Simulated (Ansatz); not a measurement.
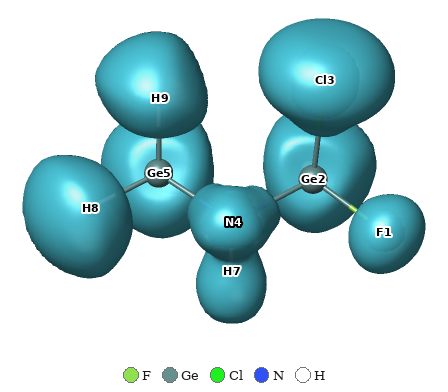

*ClFGe$_{2}$H$_{5}$N (SMILES [F][GeH]([Cl])[NH][GeH3]). Isosurface of the electron localisation function at 0.75 (cyan), seen across its widest extent. Only the valence region is drawn (cores and ρ < 0.01 e/Å³ removed).*

Computed with Ansatz 0.2.0, SCF cam_b3lyp, Gaussian basis.

```xyz
10

F     2.9878   -0.3968   -0.5124
Ge    1.4627    0.1742    0.1443
Cl    1.5530    0.1199    2.3078
N     0.0816   -0.9266   -0.4570
Ge   -1.5234   -0.0900   -0.0059
H     1.2189    1.6301   -0.3300
H     0.1336   -0.9307   -1.5001
H    -2.7093   -0.9312   -0.5426
H    -1.6343    0.0272    1.5358
H    -1.5707    1.3240   -0.6398
```

**Identify the bonds, lone pairs and shells in this picture.**

The surface consists of four regions around hydrogen nuclei, one region on Cl in which the atom's valence shell and bonds are merged, one region wrapped around F (its valence shell) and one joined region spread over several atoms (H, N), in which their bonds and any lone pairs are merged. Along the contacts the grid gives the following. Ge–F (1.76 Å): the ELF peaks at about 0.80 in the valence shell of F, 0.5 Å from its nucleus, and is about 0.25 at the midpoint. Ge–N (1.87 Å): the ELF peaks at about 0.85 in the valence shell of N, 0.7 Å from its nucleus, and is about 0.45 at the midpoint.
